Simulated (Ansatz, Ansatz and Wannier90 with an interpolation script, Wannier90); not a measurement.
## K2LiAlF6 (Fm-3m): quasiparticle bands by Wannier interpolation

G0W0 gives levels on a mesh alone; what do the bands of K2LiAlF6 (Fm-3m) look like between the points?

Main program and level: Ansatz 0.2.0; LDA, Wannier functions and G0W0, plane waves, PAW.

## 1. Set-up

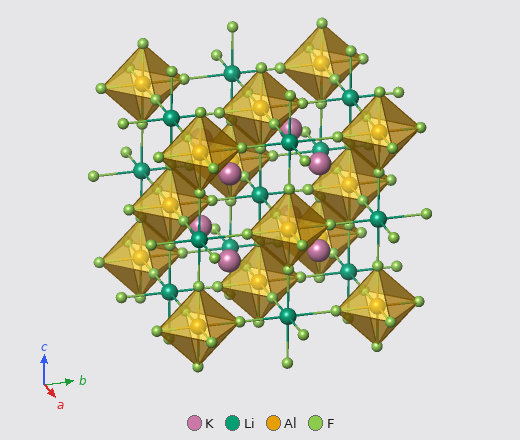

The starting structure, seen slightly off an axis (potassium pink, lithium teal, aluminium orange, fluorine green). This picture shows the conventional cell, with its axes. Some periodic images of atoms are drawn too.

The cell and positions come from the Crystallography Open Database and are kept as given unless a step says otherwise. The default PAW set here is soft_2. Its files were made with PBE.

## 2. LDA bands

The cheap functional maps the bands first; the places of the edges decide which points the dearer methods must see.

This step: DFT, LDA, plane waves, PAW.

input.yaml

```yaml
crystal:
  lattice:
    - [0.0, 3.921, 3.921]
    - [3.921, 0.0, 3.921]
    - [3.921, 3.921, 0.0]
  atoms:
    - { symbol: K, position: [0.25, 0.25, 0.25] }
    - { symbol: K, position: [0.75, 0.75, 0.75] }
    - { symbol: Li, position: [0.5, 0.5, 0.5] }
    - { symbol: Al, position: [0.0, 0.0, 0.0] }
    - { symbol: F, position: [0.7689, 0.2311, 0.2311] }
    - { symbol: F, position: [0.2311, 0.7689, 0.2311] }
    - { symbol: F, position: [0.2311, 0.7689, 0.7689] }
    - { symbol: F, position: [0.7689, 0.2311, 0.7689] }
    - { symbol: F, position: [0.2311, 0.2311, 0.7689] }
    - { symbol: F, position: [0.7689, 0.7689, 0.2311] }
kpoints:
  mp_grid: { grid: [4, 4, 4] }
  band_path:
    path:
      - [[0.0, 0.0, 0.0], [0.5, 0.0, 0.5], [0.625, 0.25, 0.625]]
      - [[0.375, 0.375, 0.75], [0.0, 0.0, 0.0], [0.5, 0.5, 0.5], [0.5, 0.25, 0.75], [0.5, 0.0, 0.5]]
    npoints: 10
hamiltonian:
  xc: lda
scf:
  occupations: { method: fermi_dirac, width: 0.02 }
  n_extra_bands: 64
output:
  eigenvalues: true
  forces: true
  stress: true
  fatbands: true
  write_density: true
  write_potential: true
  elf: true
  volumetric_format: npy
```

Launch:

```bash
ansatz run input.yaml --threads 8 --pin off --max-ram 18432MiB --backend cpu --events-out ev --progress --plain --runs-dir out
```

Numbers of over 12 decimals in the logs are rounded to 6 here.

Output:

```text
scf.n_extra_bands = 64 over 33 filled bands (N_el = 66.0): the run solves 97 bands
Engine: ansatz 0.2.0, aarch64-unknown-linux-gnu
Pseudopotentials: kind: paw
Pseudopotential: K, paw, valence charge 9, recommended cutoff 420 eV (normal), K.paw.azcp
Pseudopotential: Li, paw, valence charge 3, recommended cutoff 420 eV (normal), Li.paw.azcp
Pseudopotential: Al, paw, valence charge 3, recommended cutoff 420 eV (normal), Al.paw.azcp
Pseudopotential: F, paw, valence charge 7, recommended cutoff 420 eV (normal), F.paw.azcp
Functional definition: SPW92
  exchange = slater_x
  correlation = pw_c
Crystal: 10 atoms, lattice volume = 120.565 Å³
Basis set: ecut = 420 eV, 2397 PW (Γ)
Bands: 97, of which v1, the nominal top of the filled ones, is band 33 counted from 1 (32 counted from 0)
Symmetry: 48 space group operations
Space group: Fm-3m (ITA 225), of the structure as read, at distance tolerance 4.9e-5 Å
k-points: 8 of 64
Non-local potential: K, projectors of the file, l = 0: 3, l = 1: 2, l = 2: 2
Non-local potential: Li, projectors of the file, l = 0: 3, l = 1: 2, l = 2: 1
Non-local potential: Al, projectors of the file, l = 0: 2, l = 1: 2, l = 2: 1
Non-local potential: F, projectors of the file, l = 0: 2, l = 1: 2, l = 2: 1
PAW form: soft (Blöchl's): semilocal exchange-correlation on the pseudo side does not see the compensation charge
PAW frozen core: K, regenerated for the run's functional, and the local potential with it (the file was generated under x = pbe(κ = 0.804, μ = 0.219515), c = pbe(β = 0.066725))
PAW frozen core: Al, regenerated for the run's functional, and the local potential with it (the file was generated under x = pbe(κ = 0.804, μ = 0.219515), c = pbe(β = 0.066725))
PAW frozen core: F, regenerated for the run's functional, and the local potential with it (the file was generated under x = pbe(κ = 0.804, μ = 0.219515), c = pbe(β = 0.066725))
PAW one-centre angular grid: K, 110 points (default); XC on 64 Gauss nodes
PAW one-centre angular grid: Li, 110 points (default); XC on 64 Gauss nodes
PAW one-centre angular grid: Al, 110 points (default); XC on 64 Gauss nodes
PAW one-centre angular grid: F, 110 points (default); XC on 64 Gauss nodes
Initial density: superposition of atomic densities (neutral atoms: chi_scale 0, normalization atom), corrected by the library's trained network
Initial wavefunctions: pseudopotential atomic-orbital guess
Functional: x = slater, c = lda
SCF iter   1: F=—  HF=-8485.914295 eV  |F-HF|=—  |Δ(HF+E_count)|=         —  Δρ=1.91e-2  dr2=3.07e-1  ethr=1.77e-3  ⟨swp⟩=5.9  Hψ=3835  notcnv=0  defer=218
preconditioner: auto → Resta (q_TF=auto, 2.468 Å⁻¹)  ε∞=1.8  [insulator: Δε(μ)=7.281 eV  Ē_g=30.428 eV  σ=0.020 eV  W_gap=1.00  n_scr=26 (ndim 8)  ℏωp=27.1 eV  f_vac=0.020  D(μ)=0.00/eV (n_scr^D=0)  ε∞_Penn≈1.8]
SCF iter   2: F=—  HF=-8485.820252 eV  |F-HF|=—  |Δ(HF+E_count)|=   9.40e-2  Δρ=6.15e-3  dr2=1.47e-2  ethr=4.65e-4  ⟨swp⟩=2.9  Hψ=1167  notcnv=0  defer=454
SCF iter   3: F=—  HF=-8485.814833 eV  |F-HF|=—  |Δ(HF+E_count)|=   5.42e-3  Δρ=2.07e-3  dr2=2.53e-3  ethr=2.22e-5  ⟨swp⟩=2.2  Hψ=559  notcnv=0  defer=461
SCF iter   4: F=—  HF=-8485.813873 eV  |F-HF|=—  |Δ(HF+E_count)|=   9.60e-4  Δρ=4.02e-4  dr2=9.80e-5  ethr=3.84e-6  ⟨swp⟩=2.0  Hψ=359  notcnv=0  defer=461
SCF iter   5: F=—  HF=-8485.813846 eV  |F-HF|=—  |Δ(HF+E_count)|=   2.72e-5  Δρ=4.18e-5  dr2=1.35e-6  ethr=1.48e-7  ⟨swp⟩=2.9  Hψ=470  notcnv=0  defer=461
SCF iter   6: F=-8485.813846 eV  HF=-8485.813846 eV  |F-HF|=1.02e-8  |Δ(HF+E_count)|=   4.12e-7  Δρ=4.69e-6  dr2=1.87e-8  ethr=1.52e-10  ⟨swp⟩=17.6  Hψ=6131  notcnv=0
SCF 1 converged in 6 iterations: F = -8485.813846 eV  dr2 = 1.87e-8
[...]
NSCF: frozen V_eff on 62 k-points
SCF converged after 6 iterations
Free energy (F): -8485.813846 eV
Harris-Foulkes:  -8485.813846 eV  (|F-HF|=1.02e-8)
Internal energy: -8485.813846 eV  (E = F + TS)
E sigma→0 (E₀):  -8485.813846 eV
Fermi energy:    5.708294 eV
--- Per-component energies (eV) ---
  E_band       = -451.334088
  E_kinetic    = 1794.871113
  E_local      = -4388.429810  (includes V_loc(G=0)·N_el)
  E_nonlocal   = 461.703906
  E_hartree    = 1571.318360
  E_xc         = -788.597966
  E_vxc        = -982.201018  (∫ρ·V_xc dr)
  E_paw        = -3073.353765  (= ΣΔE_a)
  E_vpaw       = -479.927796  (= ΣTr[D̂ρ^β])
  E_aug_tail   = 0.012125  (compensation charges beyond the density's cutoff)
  E_ewald      = -4064.588036
  E_core_change = 1.250227  (= ΣΔE_core)
  E_smearing   = -0.000000  (= −TS)
  E_closure    = -0.000000  (closes the sum)
  Σ components = -8485.813846   (vs F -8485.813846, Δ=0.00e0)
--- Forces (eV/Å), atoms counted from 1 ---
  atom   1  K      0.00000000    -0.00000000     0.00000000
  atom   2  K      0.00000000    -0.00000000     0.00000000
  atom   3  Li     0.00000000    -0.00000000    -0.00000000
  atom   4  Al    -0.00000000     0.00000000    -0.00000000
  atom   5  F      0.10578639    -0.00000000    -0.00000000
  atom   6  F      0.00000000     0.10578639    -0.00000000
  atom   7  F     -0.10578639     0.00000000    -0.00000000
  atom   8  F     -0.00000000    -0.10578639     0.00000000
  atom   9  F      0.00000000     0.00000000     0.10578639
  atom  10  F      0.00000000    -0.00000000    -0.10578639
  max |Σ_I F_I| component: 6.94e-17 eV/Å
--- Stress (GPa, compression-positive) ---
       -3.935301      -0.000000       0.000000
        0.000000      -3.935301       0.000000
        0.000000       0.000000      -3.935301
  P = ⅓ Tr σ = -3.9353 GPa (-39.353 kbar)
--- Band table (eV; the first three rows and the last of 8) ---
  k-point 0: bands = [... 29 lower, 1.4828, 1.9196, 1.9196, 1.9196, 9.4561, 11.9247, 11.9247, 12.1821, ... 60 higher]
  k-point 1: bands = [... 29 lower, 1.4424, 1.7738, 1.7738, 1.8338, 10.1899, 12.3203, 12.3748, 12.3748, ... 60 higher]
  k-point 2: bands = [... 29 lower, 1.4089, 1.6528, 1.6528, 1.7136, 11.4420, 11.8787, 13.0508, 13.0508, ... 60 higher]
  k-point 7: bands = [... 29 lower, 1.2152, 1.3314, 1.6689, 1.6689, 12.6610, 12.6610, 12.8263, 12.8960, ... 60 higher]
```

Wall time 5.6 s (8 threads of Arm Neoverse V2, shared host); peak memory 0.88 GiB.

This step gave:

* pressure: -3.935 GPa
* filled bands: 33
* gap: 7.537 eV
* valence top at: Γ
* conduction bottom at: Γ
* least direct gap: 7.537 eV

The gap is direct, at Γ.

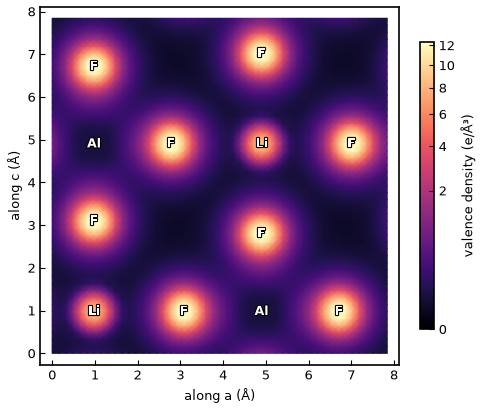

Valence density in the ac plane of the conventional cell at fractional y = 0.000, with atoms of Li and Al and F within 0.2 Å of it. It is the smooth field of the valence electrons, not physical close to the nuclei. The map starts off the cell's origin, so that atoms lie inside it. The colour scale is stretched toward low values.

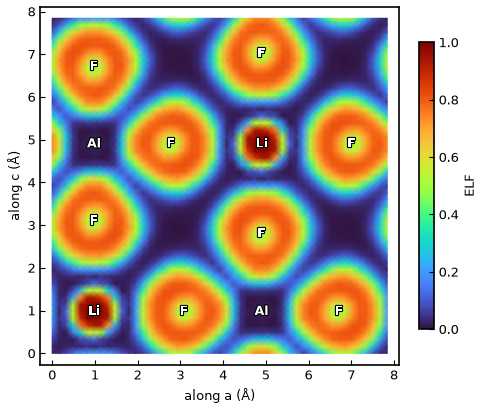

ELF in the ac plane of the conventional cell at fractional y = 0.000, with atoms of Li and Al and F within 0.2 Å of it. It is the smooth field of the valence electrons, not physical close to the nuclei. The map starts off the cell's origin, so that atoms lie inside it.

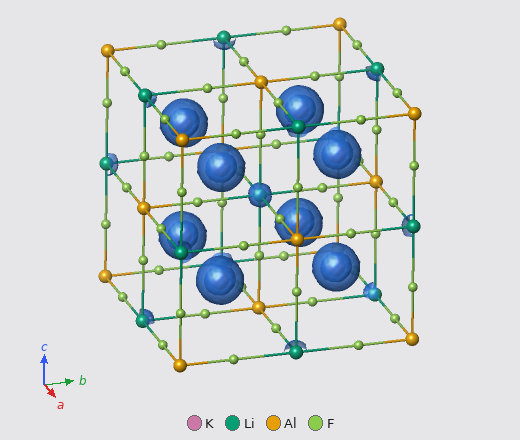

Surface of ELF = 0.85.

## 3. Overlaps and projections on 8×8×8

This step: overlaps and projections of LDA states for Wannier90, plane waves, PAW.

input.yaml, the sections that differ from step 2:

```yaml
kpoints:
  mp_grid: { grid: [4, 4, 4] }
scf:
  occupations: { method: fixed }
  n_extra_bands: 64
output:
  wannier:
    kmesh: [8, 8, 8]
    projections:
      - { species: Al, l: p, shell: 3 }
      - { species: F, l: p, shell: 2 }
      - { species: K, l: s, shell: 4 }
      - { species: Li, l: s, shell: 2 }
    minimise: false
    seedname: w
    disentanglement: { window: [-1.61, 20.39], frozen_window: [-1.61, 11.86] }
# crystal, hamiltonian: as in step 2
```

Output:

```text
[...]
Crystal: 10 atoms, lattice volume = 120.565 Å³
Basis set: ecut = 420 eV, 2397 PW (Γ)
Bands: 97, of which v1, the nominal top of the filled ones, is band 33 counted from 1 (32 counted from 0)
Symmetry: 48 space group operations
[...]
k-points: 8 of 64
[...]
--- Band table (eV; the first three rows and the last of 8) ---
  k-point 0: bands = [... 29 lower, 1.4828, 1.9196, 1.9196, 1.9196, 9.4561, 11.9247, 11.9247, 12.1821, ... 60 higher]
  k-point 1: bands = [... 29 lower, 1.4424, 1.7738, 1.7738, 1.8337, 10.1899, 12.3203, 12.3748, 12.3748, ... 60 higher]
  k-point 2: bands = [... 29 lower, 1.4089, 1.6528, 1.6528, 1.7135, 11.4420, 11.8787, 13.0508, 13.0508, ... 60 higher]
  k-point 7: bands = [... 29 lower, 1.2152, 1.3314, 1.6689, 1.6689, 12.6610, 12.6610, 12.8263, 12.8960, ... 60 higher]
[key lines of the parts left out:]
SCF converged after 6 iterations
Free energy (F): -8485.813846 eV
Fermi energy:    1.919562 eV
```

Wall time 18 s (8 threads); peak memory 2.6 GiB; 88 s of CPU time.

[end of part 1 of 3]

[Paths, hosts, dates, memory and timing lines, banners, echoed tables and standing remarks are left out of the program output.]

[Logs are printed without paths, hosts, clocks, repeated set-up lines and the standing remarks that a program may print on its own settings, such as how far it seeks lower states.]

[Runs of the session that timed out or met a known fault of the program may be left out.]

[Hosts, paths, dates, database ids (printed as entryN), source tags and the programs' standing remarks are cut or masked in the printed files.]
